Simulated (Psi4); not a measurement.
# Run report: Si₂H₃F₃, single-point calculation

System: Si₂H₃F₃, SMILES F[Si](F)(F)[SiH3].
Method: MN15/pcseg-1, RKS (Psi4 1.11).

The geometry comes from this level: PBE0-D4/def2-TZVP.

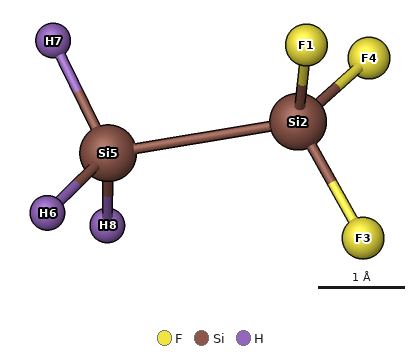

Figure 1. The structure as given in the input (ball-and-stick view, seen at a tilt; atoms are numbered from 1 in the order of the input). Bond lengths as drawn: F–Si 1.58 Å, H–Si 1.48 Å and Si–Si 2.33 Å.

Key numbers

```csv
quantity,value
outcome,converged
total energy,−879.999676 hartree
basis functions,93
HOMO,−10.07 eV
LUMO,0.41 eV
dipole moment,2.19 D
hardware,"1 thread of Intel Xeon (Sapphire Rapids), 16 GiB of memory available, shared host"
wall time,20 s
peak memory,0.9 GiB
```

The input (calc.py)
```python
import psi4

psi4.set_memory('1600 MB')
psi4.set_num_threads(1)
psi4.core.set_output_file('f3h3si2.out', False)

geom = psi4.geometry("""
0 1
F      1.310500    -1.060500     1.504800
Si     0.534400    -0.990500     0.128500
F     -0.479300    -2.204500     0.107900
F      1.595600    -1.255900    -1.013900
Si    -0.550700     1.050400    -0.152600
H     -1.525600     1.227900     0.951900
H      0.460600     2.135800    -0.122800
H     -1.253300     1.040400    -1.459500
symmetry c1
""")

psi4.set_options(dict(puream=True, scf_type='pk', dft_radial_points=99, dft_spherical_points=590))

energy_value = psi4.energy("mn15/pcseg-1")
print('E =', round(energy_value, 9))
for k, v in sorted(psi4.core.scalar_variables().items()):
    print(f'{k:45s} {v:18.10f}')
```

Run as:
```bash
python calc.py
```

Output
```
=> Loading Basis Set <=

    Name: PCSEG-1
    Role: ORBITAL
    Keyword: BASIS

         ---------------------------------------------------------
                                   SCF
                              RKS Reference
                        1 Threads,   1525 MiB Core
         ---------------------------------------------------------

  ==> Geometry <==

    Molecular point group: c1
    Full point group: C1

    Geometry (in Angstrom), charge = 0, multiplicity = 1:

       Center              X                  Y                   Z               Mass
    ------------   -----------------  -----------------  -----------------  -----------------
         F            0.937024856689    -0.372617313735     1.417997838146    18.998403162730
         SI           0.160924856689    -0.302617313735     0.041697838146    27.976926534650
         F           -0.852775143311    -1.516617313735     0.021097838146    18.998403162730
         F            1.222124856689    -0.568017313735    -1.100702161854    18.998403162730
         SI          -0.924175143311     1.738282686265    -0.239402161854    27.976926534650
         H           -1.899075143311     1.915782686265     0.865097838146     1.007825032230
         H            0.087124856689     2.823682686265    -0.209602161854     1.007825032230
         H           -1.626775143311     1.728282686265    -1.546302161854     1.007825032230

  Running in c1 symmetry.

  Rotational constants: A =      0.13092  B =      0.06858  C =      0.06858 [cm^-1]
  Rotational constants: A =   3924.81274  B =   2055.94068  C =   2055.92352 [MHz]
  Nuclear repulsion =  316.516510182888112

  Charge       = 0
  Multiplicity = 1
  Electrons    = 58
  Nalpha       = 29
  Nbeta        = 29

  ==> Algorithm <==

  SCF Algorithm Type is PK.
  DIIS enabled.
  MOM disabled.
  Fractional occupation disabled.
  Guess Type is SAD.
  Energy threshold   = 1.00e-06
  Density threshold  = 1.00e-06
  Integral threshold = 1.00e-12

  ==> Primary Basis <==

  Basis Set: PCSEG-1
    Blend: PCSEG-1
    Number of shells: 43
    Number of basis functions: 93
    Number of Cartesian functions: 98
    Spherical Harmonics?: true
    Max angular momentum: 2

  ==> DFT Potential <==

   => LibXC <=

    Version 7.1.2

   => Composite Functional: MN15 <=

   MN15 Hybrid Meta-GGA Exchange-Correlation Functional

    Deriv               =              1
    GGA                 =           TRUE
    Meta                =           TRUE

    Exchange Hybrid     =           TRUE
    MP2 Hybrid          =          FALSE

   => Exchange Functionals <=

    1.0000   XC_HYB_MGGA_X_MN15

   => Exact (HF) Exchange <=

    0.4400               HF

   => Correlation Functionals <=

    1.0000   XC_MGGA_C_MN15

   => LibXC Density Thresholds  <==

    XC_MGGA_C_MN15:  1.00E-15
    XC_HYB_MGGA_X_MN15:  1.00E-15

   => Molecular Quadrature <=

    Radial Scheme          =       TREUTLER
    Pruning Scheme         =           NONE
    Nuclear Scheme         =       TREUTLER

    Blocking Scheme        =         OCTREE
    BS radius alpha        =              1
    Pruning alpha          =              1
    Radial Points          =             99
    Spherical Points       =            590
    Total Points           =         446041
    Total Blocks           =           3187
    Max Points             =            256
    Max Functions          =             90
    Weights Tolerance      =       1.00E-15

  ==> Integral Setup <==

  Using in-core PK algorithm.
   Calculation information:
      Number of atoms:                   8
      Number of AO shells:              43
      Number of primitives:             98
      Number of atomic orbitals:        98
      Number of basis functions:        93

      Integral cutoff                 1.00e-12
      Number of threads:                 1

  Performing in-core PK
  Using 19110012 doubles for integral storage.
  We computed 364523 shell quartets total.
  Whereas there are 447931 unique shell quartets.

  ==> DiskJK: Disk-Based J/K Matrices <==

    J tasked:                  Yes
    K tasked:                  Yes
    wK tasked:                  No
    Memory [MiB]:              570
    Schwarz Cutoff:          1E-12

  Cached 25.0% of DFT collocation blocks in 0.501 [GiB].

  Minimum eigenvalue in the overlap matrix is 7.3572486934E-03.
  Reciprocal condition number of the overlap matrix is 1.6285209857E-03.
    Using symmetric orthogonalization.

  ==> Pre-Iterations <==

  SCF Guess: Superposition of Atomic Densities via on-the-fly atomic UHF (no occupation information).

   -------------------------
    Irrep   Nso     Nmo
   -------------------------
     A         93      93
   -------------------------
    Total      93      93
   -------------------------

  ==> Iterations <==

                        Total Energy        Delta E     RMS |[F,P]|

   @RKS iter SAD:  -879.35653401888851   -8.79357e+02   0.00000e+00
   @RKS iter   1:  -879.86272264060494   -5.06189e-01   6.89142e-03 ADIIS/DIIS
   @RKS iter   2:  -879.78434443795493    7.83782e-02   9.10332e-03 ADIIS/DIIS
   @RKS iter   3:  -879.99886568018860   -2.14521e-01   3.62326e-04 ADIIS/DIIS
   @RKS iter   4:  -879.99965082719746   -7.85147e-04   6.90336e-05 DIIS
   @RKS iter   5:  -879.99967594421048   -2.51170e-05   1.02498e-05 DIIS
   @RKS iter   6:  -879.99967641882358   -4.74613e-07   1.41100e-06 DIIS
   @RKS iter   7:  -879.99967642828074   -9.45715e-09   3.72676e-07 DIIS
  Energy and wave function converged.

  ==> Post-Iterations <==

   Electrons on quadrature grid:
      Ntotal   =   57.9999972197 ; deviation = -2.780e-06

    Orbital Energies [Eh]
    ---------------------

    Doubly Occupied:

       1A    -65.390301     2A    -65.289680     3A    -24.293458
       4A    -24.293365     5A    -24.293340     6A     -5.280308
       7A     -5.195734     8A     -3.802755     9A     -3.802754
      10A     -3.798157    11A     -3.715640    12A     -3.714995
      13A     -3.714994    14A     -1.280290    15A     -1.250080
      16A     -1.250047    17A     -0.652918    18A     -0.603433
      19A     -0.580806    20A     -0.580794    21A     -0.547522
      22A     -0.529016    23A     -0.529009    24A     -0.503324
      25A     -0.503302    26A     -0.485069    27A     -0.411264
      28A     -0.411257    29A     -0.370093

    Virtual:

      30A      0.015177    31A      0.015186    32A      0.039481
      33A      0.068147    34A      0.115065    35A      0.128191
      36A      0.128196    37A      0.190274    38A      0.190274
      39A      0.216985    40A      0.246714    41A      0.281485
      42A      0.281497    43A      0.297161    44A      0.438151
      45A      0.471634    46A      0.471634    47A      0.479906
      48A      0.524672    49A      0.524674    50A      0.623625
      51A      0.645390    52A      0.645399    53A      0.885466
      54A      0.885486    55A      0.922730    56A      0.922770
      57A      0.947386    58A      1.071023    59A      1.071027
      60A      1.095053    61A      1.126376    62A      1.126383
      63A      1.135471    64A      1.267697    65A      1.267699
      66A      1.277860    67A      1.706009    68A      1.794521
      69A      1.794529    70A      1.900648    71A      1.916565
      72A      1.916569    73A      1.960753    74A      1.960760
      75A      2.144852    76A      2.218495    77A      2.377934
      78A      2.422523    79A      2.422528    80A      2.429074
      81A      2.429097    82A      2.431817    83A      2.442431
      84A      2.453846    85A      2.453881    86A      2.477966
      87A      2.477981    88A      2.653910    89A      2.716970
      90A      2.716986    91A      2.998024    92A      3.227527
      93A      3.227607

    Final Occupation by Irrep:
              A
    DOCC [    29 ]
    NA   [    29 ]
    NB   [    29 ]

  @RKS Final Energy:  -879.99967642828074

   => Energetics <=

    Nuclear Repulsion Energy =            316.5165101828881120
    One-Electron Energy =               -1852.3930285341259605
    Two-Electron Energy =                 698.2576172319074885
    DFT Exchange-Correlation Energy =     -42.3807753089503834
    Empirical Dispersion Energy =           0.0000000000000000
    VV10 Nonlocal Energy =                  0.0000000000000000
    Total Energy =                       -879.9996764282807362

Computation Completed

Properties will be evaluated at   0.000000,   0.000000,   0.000000 [a0]

Properties computed using the SCF density matrix

 Multipole Moments:

 ------------------------------------------------------------------------------------
     Multipole            Electronic (a.u.)      Nuclear  (a.u.)        Total (a.u.)
 ------------------------------------------------------------------------------------

 L = 1.  Multiply by 2.5417464519 to convert [e a0] to [Debye]
 Dipole X            :          4.0708407           -4.4727140           -0.4018733
 Dipole Y            :         -7.6563980            8.4126748            0.7562768
 Dipole Z            :          1.0546136           -1.1586391           -0.1040254
 Magnitude           :                                                    0.8627155

 ------------------------------------------------------------------------------------

	total time  =         19 seconds =       0.32 minutes
```

Standard output
```
E = -879.999676428
CURRENT ENERGY                                   -879.9996764283
CURRENT REFERENCE ENERGY                         -879.9996764283
DD SOLVATION ENERGY                                 0.0000000000
DFT FUNCTIONAL TOTAL ENERGY                      -879.9996764283
DFT TOTAL ENERGY                                 -879.9996764283
DFT VV10 ENERGY                                     0.0000000000
DFT XC ENERGY                                     -42.3807753090
GRID ELECTRONS ALPHA                               28.9999986099
GRID ELECTRONS BETA                                28.9999986099
GRID ELECTRONS TOTAL                               57.9999972197
NUCLEAR REPULSION ENERGY                          316.5165101829
ONE-ELECTRON ENERGY                             -1852.3930285341
PCM POLARIZATION ENERGY                             0.0000000000
PE ENERGY                                           0.0000000000
SCF ITERATION ENERGY                             -879.9996764283
SCF ITERATIONS                                      7.0000000000
SCF TOTAL ENERGY                                 -879.9996764283
TWO-ELECTRON ENERGY                               698.2576172319
XC GRID RADIAL POINTS                              99.0000000000
XC GRID SPHERICAL POINTS                          590.0000000000
XC GRID TOTAL POINTS                           446041.0000000000
```

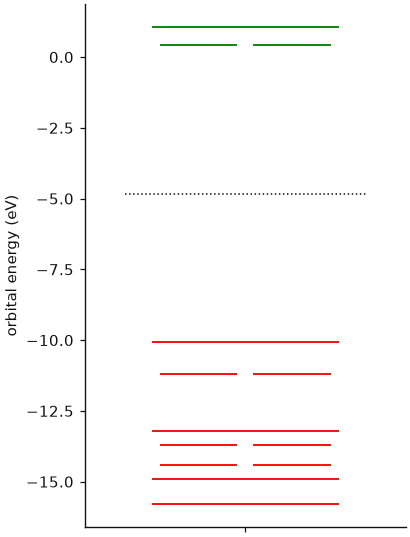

Figure 2. Orbital energies near the frontier; the dotted line parts filled from empty levels, and levels within 0.02 eV of each other stand side by side. Highest filled −10.07 eV, lowest empty 0.41 eV, 10.48 eV apart.
